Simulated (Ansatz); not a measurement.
Electronic density of states of amorphous Sb24O36, density 4.48 g/cm³, on a 2×2×2 Γ-centred mesh with a Gaussian width of 0.1 eV; energies count from the Fermi level, whose place inside the gap is arbitrary. Cell and mesh are small, so fine structure isn't converged. These are PBE, scalar-relativistic without spin-orbit coupling (plane waves to 420 eV, PAW; Ansatz, an electronic-structure program) values and carry that method's errors. Sampling: a 2×2×2 Γ-centred mesh; Fermi-Dirac width 0.02 eV; no spin polarisation.

A CHGNet melt-quench gave the starting glass, which DFT then relaxed. O atoms were pushed apart under 1.9 Å during the dynamics, to hinder bonds among them. The hot cell started wider than the set density and was brought back towards it in steps. It is the lowest in DFT energy of 2 quenches. It is a model cell: composition and starting density were chosen by hand, and all elements were melted together. No dispersion term was used. Its density started from a set value of 5.66 and ended at 4.48 g/cm³. The quench (nominally 210 K/ps over its main leg) was far faster than any real one, so the model tends to hold more defects than a real film. A cell of this size samples the disorder only roughly. Volume and shape were free in the relaxation.

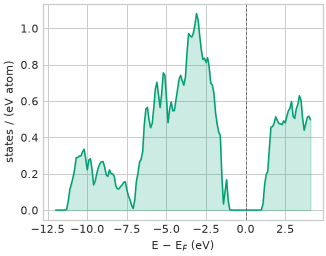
Fig. 1. Density of states per atom

The gap on this mesh is 2.39 eV; the broadening fills part of it in the curve.
